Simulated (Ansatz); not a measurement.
# Cl3FZr···HBr: what the fields show

```yaml
atoms:
  - { symbol: Zr, position_ang: [0.1530, 0.0000, -0.1500] }
  - { symbol: F, position_ang: [0.0660, 0.0000, 1.8040] }
  - { symbol: Cl, position_ang: [2.4353, 0.0000, -0.7244] }
  - { symbol: Cl, position_ang: [-0.7807, 1.9584, -1.0712] }
  - { symbol: Cl, position_ang: [-0.7807, -1.9584, -1.0712] }
  - { symbol: Br, position_ang: [-3.2716, 0.0000, 1.7207] }
  - { symbol: H, position_ang: [-1.9533, 0.0000, 2.4535] }
```

Core potentials replace the inner electrons of Zr; not at a stationary point (largest force 1.2 eV/Å).

Theory: RKS BLYP/def2-SVP in Ansatz.

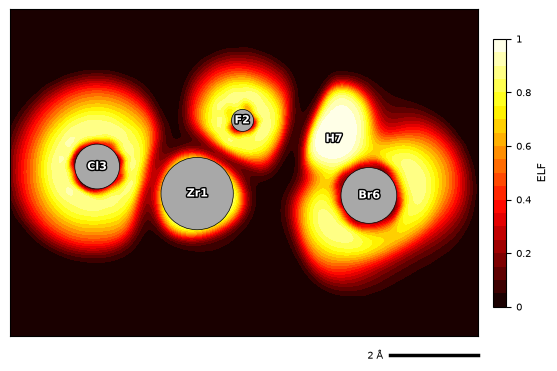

Figure 1. Electron localisation function on the plane of atoms F2, Zr1 and Cl3. Grey discs cover the atomic cores.

Describe what can be read from this map.

Answer. The plane passes through Zr, F, Cl, Br and H nuclei. F2···H7 (2.12 Å): the ELF dips to about 0.05 between them. Zr–F (1.96 Å): the ELF peaks at about 0.85 in the valence shell of F, 0.6 Å from its nucleus, and drops to about 0.20 between the two atoms. Zr–Cl (2.35 Å): the ELF peaks at about 0.85 in the valence shell of Cl, 0.8 Å from its nucleus, and is about 0.35 at the midpoint. Br–H (1.51 Å): the ELF climbs to about 1 towards the hydrogen, as it does in any bond to H. The ELF also peaks beside Br6, away from the bonds: lone-pair regions.

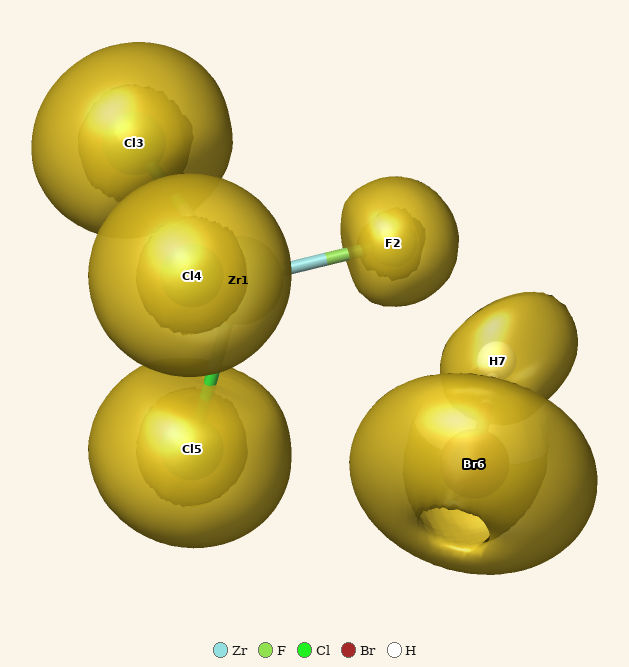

Figure 2. Isosurface of the ELF at 0.75 (yellow), seen at an oblique angle. Core shells and regions of very low density are left out.

Identify the bonds, lone pairs and shells in this picture.

Answer. The ELF exceeds this value in one region around a hydrogen nucleus, one region wrapped around Br (its valence shell), three regions wrapped around Cl (the valence shell of each) and one region wrapped around F (its valence shell).

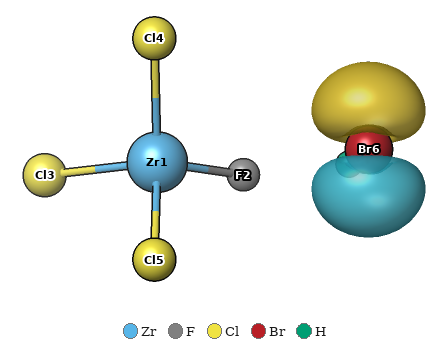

Figure 3. The HOMO at ±0.2 Å⁻³ᐟ² (yellow and cyan are the two phases), seen at a tilt.

Where does this orbital lie, and at what energy?

Answer. It lies mainly on Br6 (about 95 %); largely a lone pair of Br6. Its energy is −7.16 eV.
